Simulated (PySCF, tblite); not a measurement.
# C₅H₈NO radical: geometry, infrared bands and EPR parameters

What infrared bands and EPR parameters should C₅H₈NO radical (`N[C@H]1[CH]CC(=O)C1`) show?

The runs use tblite 0.8.0 and PySCF 2.14.0, with density-fitted response routines of our own; the level of theory stands in each step. All values are computed, except where a source is named. Atoms count from 0, in the outputs and in this text.

**1. The molecule as given**

15 atoms, charge 0, multiplicity 2; geometry from: force field or distance geometry start.

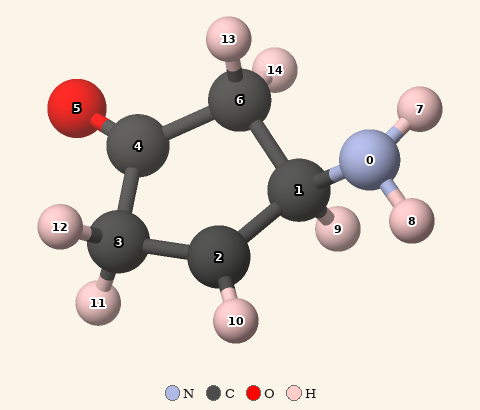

As it starts; nitrogen light blue, carbon dark grey, oxygen red, hydrogen pink, atoms numbered.

**2. Geometry optimisation with GFN2-xTB**

What the job is given:

```
{"job": {"kind": "relax", "xc": "GFN2-xTB", "basis": "xTB"}, "charge": 0, "multiplicity": 2}
N     -2.072100     0.040900     0.192800
C     -0.755400     0.059600    -0.387800
C      0.061500     1.165000     0.187800
C      1.492500     0.819700     0.331200
C      1.442400    -0.671600     0.073700
O      2.435900    -1.380000    -0.018100
C      0.041400    -1.197200    -0.038300
H     -2.588800    -0.765700    -0.136300
H     -2.596200     0.853500    -0.132300
H     -0.819800     0.170500    -1.462000
H     -0.312300     2.180000     0.287200
H      2.107100     1.312100    -0.404900
H      1.837100     1.001400     1.366600
H     -0.232300    -1.628700     0.932700
H     -0.045400    -1.951300    -0.814300
```

Started as:

```
> OMP_NUM_THREADS=1 python probes_run.py task.json out
```

This one command runs all jobs of the session in turn.

Output:

```text
step      E/eV     max force
  0    -589.74859    2.733
  1    -589.81202    3.251
  2    -589.87569    0.544
  3    -589.89393    0.487
  4    -589.91350    0.198
  5    -589.91623    0.192
  6    -589.91994    0.149
  7    -589.92241    0.146
  8    -589.92534    0.134
  9    -589.92751    0.126
 10    -589.92938    0.102
 11    -589.93079    0.100
 12    -589.93206    0.087
 13    -589.93350    0.109
 14    -589.93537    0.125
 15    -589.93733    0.123
 16    -589.93876    0.112
 17    -589.93947    0.078
 18    -589.93988    0.049
 19    -589.94030    0.061
 20    -589.94073    0.065
 21    -589.94116    0.064
 22    -589.94164    0.056
 23    -589.94223    0.061
 24    -589.94292    0.066
 25    -589.94361    0.089
 26    -589.94428    0.100
 27    -589.94503    0.097
 28    -589.94597    0.088
 29    -589.94698    0.096
 30    -589.94782    0.067
 31    -589.94850    0.063
 32    -589.94912    0.073
 33    -589.94967    0.072
 34    -589.95001    0.047
 35    -589.95019    0.065
 36    -589.95033    0.027
 37    -589.95046    0.029
 38    -589.95058    0.033
 39    -589.95073    0.035
 40    -589.95085    0.027
 41    -589.95099    0.024
 42    -589.95114    0.027
 43    -589.95129    0.028
 44    -589.95144    0.030
 45    -589.95161    0.035
 46    -589.95181    0.034
 47    -589.95202    0.033
 48    -589.95224    0.033
 49    -589.95243    0.029
 50    -589.95258    0.027
 51    -589.95269    0.023
 52    -589.95277    0.023
 53    -589.95283    0.023
 54    -589.95289    0.021
 55    -589.95295    0.019
 56    -589.95301    0.018
 57    -589.95306    0.019
 58    -589.95311    0.018
 59    -589.95314    0.016
 60    -589.95317    0.018
 61    -589.95321    0.020
 62    -589.95328    0.025
 63    -589.95338    0.028
 64    -589.95351    0.024
 65    -589.95362    0.027
 66    -589.95373    0.027
 67    -589.95386    0.029
 68    -589.95406    0.037
 69    -589.95425    0.027
 70    -589.95433    0.017
 71    -589.95436    0.012
 72    -589.95437    0.010
 73    -589.95439    0.009
```

Wall time 0.36 s (1 thread of Arm Neoverse V1, shared host).

Along the way: (not every step is listed)

```csv
step,energy from step 0 (eV),largest force (eV/Å)
0,0.0000,2.7330
1,-0.0634,3.2513
2,-0.1271,0.5437
3,-0.1453,0.4867
4,-0.1649,0.1979
5,-0.1676,0.1923
6,-0.1713,0.1491
7,-0.1738,0.1457
8,-0.1767,0.1339
14,-0.1868,0.1245
20,-0.1921,0.0650
26,-0.1957,0.0999
32,-0.2005,0.0726
38,-0.2020,0.0326
44,-0.2029,0.0304
50,-0.2040,0.0271
56,-0.2044,0.0180
62,-0.2047,0.0249
68,-0.2055,0.0365
69,-0.2057,0.0271
70,-0.2057,0.0167
71,-0.2058,0.0119
72,-0.2058,0.0100
73,-0.2058,0.0088
```

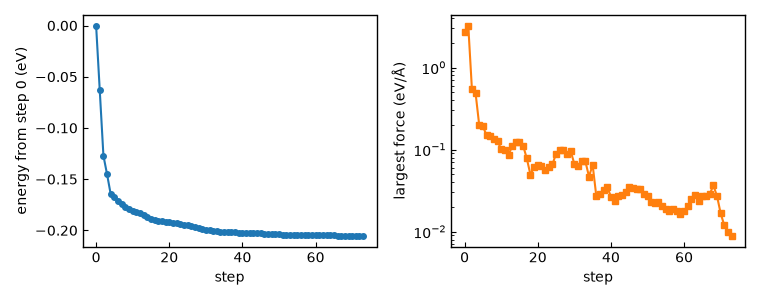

Energy and largest force along the relaxation.

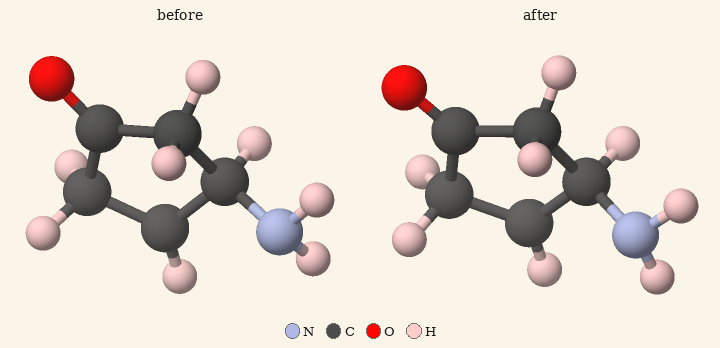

The geometry before (left) and after (right).

Distances of close pairs at the start and the end, largest changes first:

```csv
bond,before (Å),after (Å),change (Å)
C1–H9,1.082,1.114,+0.032
N0–C1,1.439,1.463,+0.024
C4–O5,1.224,1.201,-0.022
C3–H11,1.078,1.097,+0.019
C2–H10,1.086,1.073,-0.014
C4–C6,1.501,1.512,+0.011
C1–C2,1.490,1.482,-0.008
C3–H12,1.106,1.099,-0.008
```

The final coordinates are the input of the step that follows.

**3. Harmonic vibrations with GFN2-xTB**

What the job is given:

```
{"job": {"kind": "ir", "xc": "GFN2-xTB", "basis": "xTB"}, "charge": 0, "multiplicity": 2}
N     -2.045243    -0.015653     0.284945
C     -0.774004     0.048500    -0.436686
C      0.064599     1.194339    -0.010863
C      1.440416     0.802254     0.339078
C      1.487713    -0.698548     0.131747
O      2.473967    -1.383052     0.176228
C      0.082963    -1.189636    -0.133796
H     -2.670907    -0.681363    -0.156178
H     -2.500463     0.890088     0.286336
H     -0.954246     0.114300    -1.533695
H     -0.306784     2.198599     0.053231
H      2.209155     1.296753    -0.268159
H      1.700850     1.029339     1.381875
H     -0.284498    -1.654900     0.784051
H      0.072067    -1.943031    -0.920025
```

Output:

```text
mode    cm-1     km/mol
  1      60.0      3.33
  2      88.7     10.18
  3     197.9     34.40
  4     290.2     13.91
  5     339.0     24.43
  6     427.9      0.43
  7     448.4      1.02
  8     492.0     15.83
  9     577.4      4.39
 10     641.4      2.27
 11     762.1      7.18
 12     848.4      5.00
 13     897.4     19.76
 14     909.9     25.07
 15     950.7    105.43
 16    1010.0      1.71
 17    1040.8     43.22
 18    1059.9     21.24
 19    1097.9      2.28
 20    1105.4     15.53
 21    1138.3    109.97
 22    1165.8      8.08
 23    1231.6      8.36
 24    1247.5     17.55
 25    1269.1     35.13
 26    1293.1      9.28
 27    1314.1     10.37
 28    1399.0     24.90
 29    1418.1     14.25
 30    1547.2     33.77
 31    1799.5    392.26
 32    2662.7     87.93
 33    2855.2      6.79
 34    2905.0     19.35
 35    2974.3      3.44
 36    3010.1     13.85
 37    3149.2     35.13
 38    3389.1      6.52
 39    3424.4      6.03
```

Run time: 0.37 s. Hardware: 1 thread of Arm Neoverse V1, shared host.

The strongest bands and the atoms that carry them (share of the mass-weighted mode):

| cm⁻¹ | km/mol | atoms |
| --- | --- | --- |
| 198 | 34.4 | H7 48 %, H8 46 % |
| 951 | 105.4 | H12 18 %, N0 10 %, C1 10 % |
| 1041 | 43.2 | H12 35 %, H10 20 % |
| 1138 | 110.0 | C4 46 %, C1 12 %, H14 12 % |
| 1269 | 35.1 | H9 61 % |
| 1800 | 392.3 | C4 63 %, O5 36 % |
| 2663 | 87.9 | H9 94 % |
| 3149 | 35.1 | H10 92 % |

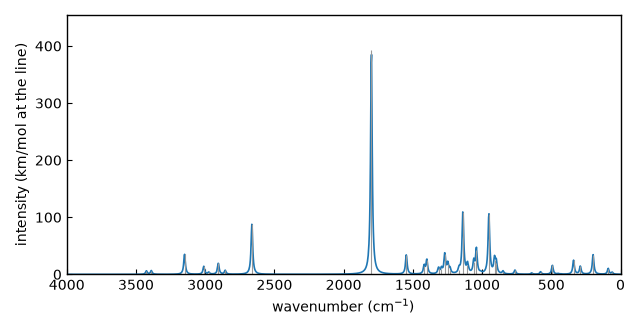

The infrared spectrum from these modes, unscaled. Lines are broadened to a width of 14 cm⁻¹ (Lorentzian).

**4. g tensor and hyperfine couplings: B3LYP/pcH-1**

The job, as its differences from that of step 3:

```diff
@@ -1,2 +1,2 @@
-{"job": {"kind": "ir", "xc": "GFN2-xTB", "basis": "xTB"}, "charge": 0, "multiplicity": 2}
+{"job": {"kind": "epr", "basis": "pcH-1"}, "charge": 0, "multiplicity": 2}
 N     -2.045243    -0.015653     0.284945
```

Level: UKS B3LYP, pcH-1 on C H N O, non-relativistic, mean-field spin-orbit, GIAO.

Output:

```text
UKS, coarse grid
  cycle   1  E = -325.11926493  |g| = 6.34e-01
  cycle   2  E = -324.65533081  |g| = 1.27e+00
  cycle   3  E = -325.26491815  |g| = 1.77e-01
  cycle   4  E = -325.27783962  |g| = 5.91e-02
  cycle   5  E = -325.27928046  |g| = 1.28e-02
  cycle   6  E = -325.27934408  |g| = 5.14e-03
  cycle   7  E = -325.27935681  |g| = 9.87e-04
  cycle   8  E = -325.27935778  |g| = 6.44e-04
UKS, final grid
  cycle   1  E = -325.27936525  |g| = 8.26e-04
  cycle   2  E = -325.27936490  |g| = 1.26e-03
  cycle   3  E = -325.27936553  |g| = 2.63e-04
  cycle   4  E = -325.27936556  |g| = 2.65e-05
  cycle   5  E = -325.27936556  |g| = 2.04e-05
E = -325.27936556 Eh   <S^2> = 0.7541 (exact 0.7500)
g shifts (ppm)      1          2          3
  rmc          -140       -140       -140
  gc              5         28         29
  oz_so         -19        413        602
  total        -155        301        491
hyperfine (MHz)  atom isotope    a_iso     a_fc   dipolar eigenvalues
    0   14N      16.69      16.69     -1.43     -1.25      2.67
    1   13C     -32.77     -32.77     -1.53     -0.78      2.31
    2   13C      88.29      88.29    -80.88    -80.72    161.60
    3   13C     -35.72     -35.72     -2.63      0.82      1.81
    4   13C       0.17       0.17     -1.13     -0.63      1.76
    5   17O       0.44       0.44     -0.79     -0.30      1.08
    6   13C       6.60       6.60     -1.25     -0.76      2.01
    7    1H       6.58       6.58     -3.21     -1.60      4.82
    8    1H      -2.46      -2.46     -4.69     -2.43      7.12
    9    1H     121.60     121.60     -6.05     -3.13      9.18
   10    1H     -62.86     -62.86    -38.48     -0.40     38.87
   11    1H     122.54     122.54     -5.13     -3.82      8.95
   12    1H     132.54     132.54     -5.22     -3.54      8.76
   13    1H      -2.19      -2.19     -2.64     -2.16      4.80
   14    1H      -1.57      -1.57     -2.04     -1.63      3.67
```

It took 50 s on 1 thread of Arm Neoverse V1, shared host; peak memory 0.96 GiB.

Principal g values 2.00216, 2.00262, 2.00281; g(iso) = 2.00253, against 2.00232 for a free electron.

Mean a(iso) over the nuclei that a row names, and the largest dipolar term of the row (other rows stand at the frozen geometry):

| nuclei | isotope | a(iso) (MHz) | a(iso) (G, at g = 2.0023) | largest dipolar term (MHz) |
| --- | --- | --- | --- | --- |
| H12 | 1H | 132.5 | 47.3 | 8.8 |
| H11 | 1H | 122.5 | 43.7 | 8.9 |
| H9 | 1H | 121.6 | 43.4 | 9.2 |
| C2 | 13C | 88.3 | 31.5 | 161.6 |
| H10 | 1H | -62.9 | -22.4 | 38.9 |
| C3 | 13C | -35.7 | -12.7 | -2.6 |
| C1 | 13C | -32.8 | -11.7 | 2.3 |
| N0 | 14N | 16.7 | 6.0 | 2.7 |
| C6 | 13C | 6.6 | 2.4 | 2.0 |
| H13 | 1H | -2.2 | -0.8 | 4.8 |
| H7, H8 | 1H | 2.1 | 0.7 | 7.1 |
| H14 | 1H | -1.6 | -0.6 | 3.7 |
| O5 | 17O | 0.4 | 0.2 | 1.1 |
| C4 | 13C | 0.2 | 0.1 | 1.8 |

Mulliken spin populations:

N0 0.02; C1 -0.07; C2 1.02; C3 -0.09; C4 0.00; O5 0.00; C6 0.00; H7 0.01; H8 0.00; H9 0.05; H10 -0.04; H11 0.05; H12 0.05; H13 0.00; H14 0.00

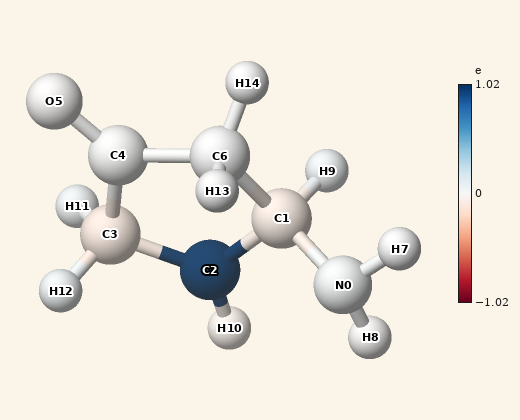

Mulliken spin populations, as colours on the atoms.

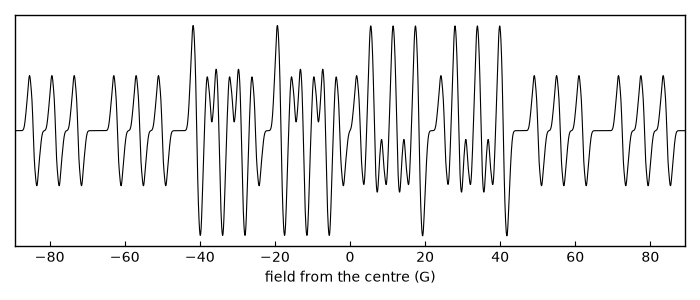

First-order isotropic spectrum (first derivative, main isotopes with spin only, couplings over 0.8 MHz, Gaussian width 0.4 G; couplings of the frozen geometry, rotation of groups not averaged beyond the rows shown).

Orbitals, density, ELF and potential are computed afterwards from the orbital file.

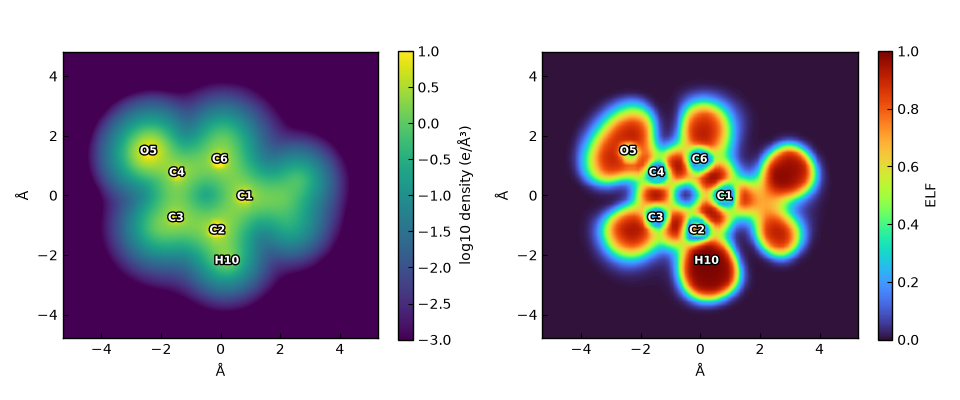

Density (left) and ELF (right) in a plane through or near 7 of the atoms.

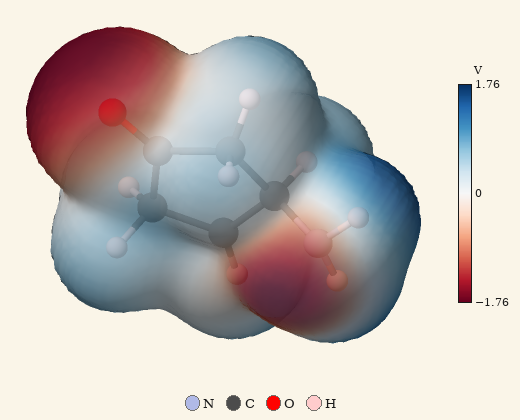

The potential that a unit positive charge feels on the 0.002 e/bohr³ surface, from -1.76 V near O5 to 1.52 V near H8.

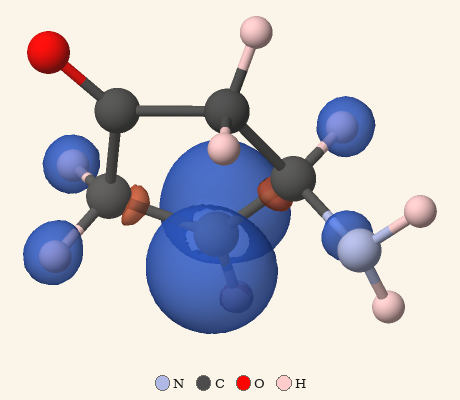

Spin density at ±0.04 e/Å³ (alpha excess blue, beta excess red).

**5. Outcome**

```
                                 quantity                  value
strongest single infrared mode (GFN2-xTB)  1800 cm⁻¹, 392 km/mol
             zero-point energy (GFN2-xTB)          75.0 kcal/mol
                           g(iso) (B3LYP)                2.00253
                                     ⟨S²⟩     0.754 (exact 0.75)
       largest a(iso) (averaged by class)   1H on H12, 132.5 MHz
    surface potential, least and greatest     -1.76 V and 1.52 V
```

**Reading.** Relaxing lowered the energy by 0.206 eV in 73 steps; the close pair that moved most is C1–H9, from 1.082 to 1.114 Å. All 39 modes are real, so the xTB geometry is a minimum. The strongest single mode, at 1800 cm⁻¹, moves mainly C4 and O5. GFN2-xTB is a fitted tight-binding method: band positions and strengths are rough. Its intensities can rank the bands wrongly. Most of the unpaired spin sits on C2 (1.02 e). The isotropic g lies 0.2 ppt above the free-electron value.
